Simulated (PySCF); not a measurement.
**C₃H₈O₂, SMILES `COCOC`: what the electrons do**

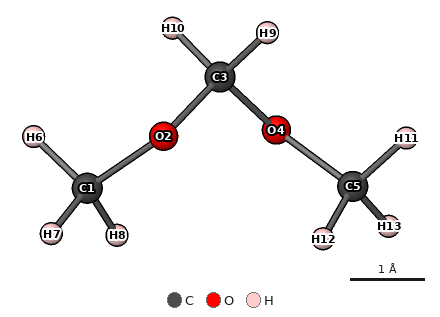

The molecule, with its atoms numbered as below. No frequency check shows the geometry to be a minimum.

Cartesian coordinates (Å):

```
C1       1.7973   -0.5666    0.2346
O2       0.9732    0.1677   -0.6478
C3      -0.0002    0.9261   -0.0003
O4      -0.9731    0.1663    0.6486
C5      -1.7972   -0.5661   -0.2354
H6       2.3691    0.1091    0.8809
H7       2.4764   -1.1432   -0.3892
H8       1.2048   -1.2400    0.8606
H9      -0.4451    1.5573   -0.7832
H10      0.4451    1.5556    0.7871
H11     -2.3690    0.1110   -0.8802
H12     -1.2047   -1.2381   -0.8629
H13     -2.4764   -1.1441    0.3871
```

Part 1: Bonding charge

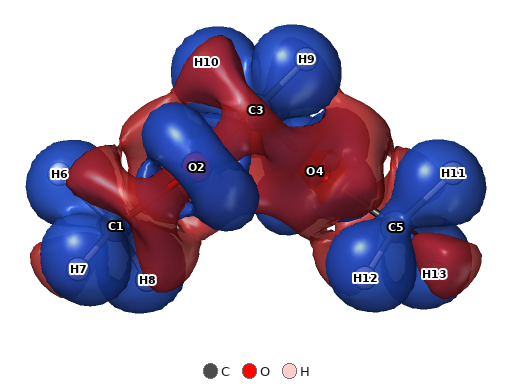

Deformation density (molecule less spherical, spin-averaged free atoms at the same positions), surfaces at ±0.06 e/Å³; blue: gain, red: loss.

Level of theory: BP86/def2-SVP (PySCF), at a geometry from GFN2-xTB.

**Describe the bonding that the map shows.**

C3–H9 and C3–H10: +0.73 e/Å³ at the bond critical point (bond length 1.10 Å, Mayer order 0.9). C1–H7 and C5–H13: +0.70 e/Å³ at the bond critical point (bond length 1.09 Å, Mayer order 1.0). C1–H8 and C5–H12: +0.70 e/Å³ at the bond critical point (bond length 1.09 Å, Mayer order 1.0). C1–H6 and C5–H11: +0.68 e/Å³ at the bond critical point (bond length 1.10 Å, Mayer order 1.0). O2–C3: +0.19 e/Å³ at the bond critical point (bond length 1.39 Å, Mayer order 1.1). C3–O4: +0.19 e/Å³ at the bond critical point (bond length 1.40 Å, Mayer order 1.1). O4–C5 and C1–O2: +0.11 e/Å³ at the bond critical point (bond length 1.41 Å, Mayer order 1.0); up to 0.6 Å beside the axis the gain reaches +0.28 e/Å³. In all, 2.7 electrons gather in the regions of gain relative to the promolecule. A small or negative value marks a very polar bond, one between electron-rich atoms, whose free-atom densities already overlap strongly, a long bond to a heavier atom, or a closed-shell contact such as a hydrogen bond.

**Where do the Hirshfeld charges lie?**

The highest Hirshfeld charge is on C3 (+0.07 e), the lowest on O2 and O4 (−0.13 e).

```csv
atom,charge (e)
C1,−0.03
O2,−0.13
C3,+0.07
O4,−0.13
C5,−0.04
H6,+0.03
H7,+0.04
H8,+0.03
H9,+0.03
H10,+0.03
H11,+0.03
H12,+0.03
H13,+0.04
```

Part 2: Local ionisation energy

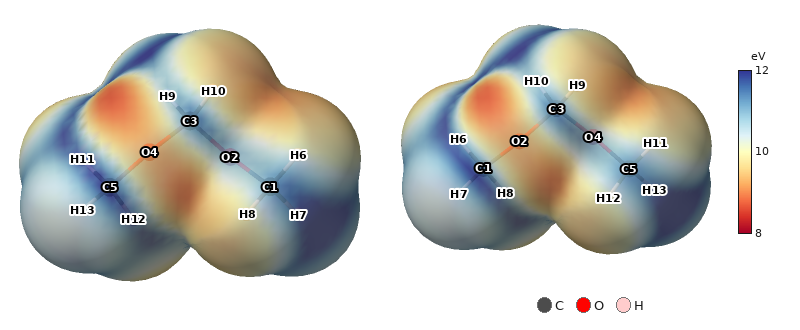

Average local ionisation energy on the surface of electron density 0.001 a.u. (back view left, front view right).

**Locate the minima of the map.**

The lowest value is 8.7 eV, 1.8 Å from O2. Further minima include 8.9 eV, near O2 (1.79 Å) and H12 (1.93 Å); 9.0 eV, near H10 (1.57 Å) and H6 (1.67 Å). For comparison, the highest occupied orbital lies at −6.1 eV.

**What volume does the surface enclose, and what is the dipole moment?**

About 108 Å³; the dipole moment is 0.3 D.

Part 3: Removing or adding an electron

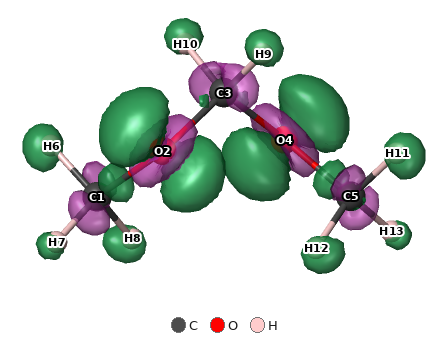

Fukui function f⁻ = ρ(N) − ρ(N−1) at fixed geometry, surfaces at ±0.05 e/Å³ (green positive, purple negative).

Level of theory: B3LYP/def2-SVP (PySCF), at a geometry from GFN2-xTB.

**On which atoms does the density change most on removal of an electron?**

f⁻ (Hirshfeld-condensed) is largest on O2 and O4 (0.20 each); the vertical ionisation energy is 9.92 eV. Condensed values hint at sites of electrophilic attack but needn't mark the atom that reacts. Orbital relaxation makes it negative in places (0.25 e in all).

```csv
atom,f⁻,charge
C1,+0.05,−0.03
O2,+0.20,−0.14
C3,+0.05,+0.08
O4,+0.20,−0.14
C5,+0.05,−0.03
H6,+0.06,+0.03
H7,+0.05,+0.04
H8,+0.06,+0.03
H9,+0.06,+0.03
H10,+0.06,+0.03
H11,+0.06,+0.03
H12,+0.06,+0.03
H13,+0.05,+0.04
```

Part 4: Localised orbitals

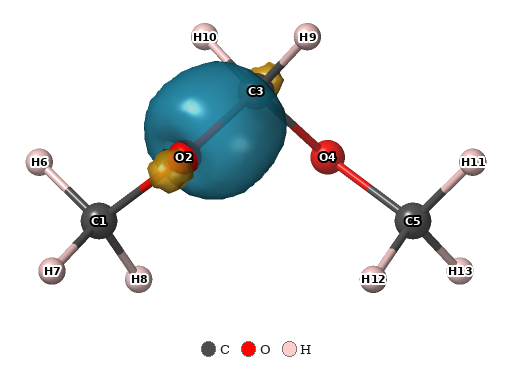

Intrinsic bond orbitals (IBO), occupied; each surface holds about 85 % of the orbital's density. Energies are diagonal elements of the Fock matrix.

Computed with PySCF, CAM-B3LYP/6-311G**, geometry: GFN2-xTB.

**What does this orbital represent?**

σ bond O2–C3 (O2 63 %, C3 36 %; −22.0 eV).

**How do all the valence pairs divide up?**

16 pairs: 12 σ bonds and 4 lone pairs.

The PySCF runs shown took 13 s, 4.3 min and 19 s on 1 thread of Arm Neoverse V2 (shared host).
